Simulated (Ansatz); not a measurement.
```xyz
8

Ga   -0.8279   -0.3645    1.0293
H     1.9822   -0.0437    1.2012
N     1.9396    0.1419    0.2015
H     1.5478   -0.6674   -0.2765
H     1.3480    0.9533    0.0330
N    -1.1252   -0.0644   -0.7967
H    -2.0663   -0.1154   -1.1887
H    -0.4794    0.1601   -1.5526
```

These are results of RKS r2SCAN-D4/def2-SVP (Ansatz), not measurements.

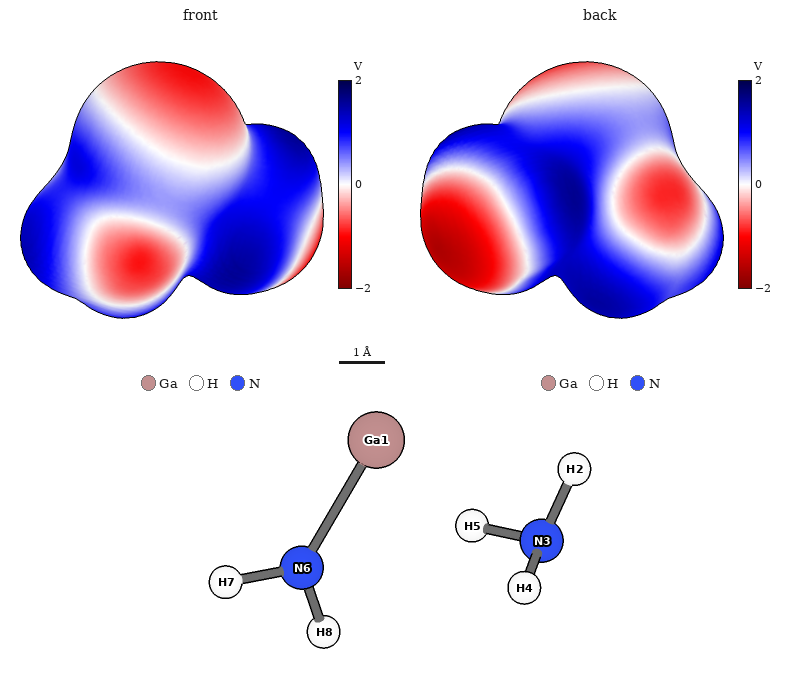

GaH$_{2}$N···NH$_{3}$. The electrostatic potential painted on the density surface at 0.002 e/bohr³, seen from the front and from behind; the colour scale runs from red (negative) to blue (positive). The bare structure is drawn below in the same view.

Which sites attract a positive test charge, and which a negative one?

Answer. A positive charge is drawn to the negative regions and a negative charge to the positive ones. The most negative region (about −1.5 V) lies over N3, the most positive (about +1.6 V) over H2, H4 and H5. N3 is the likeliest acceptor of a hydrogen bond.
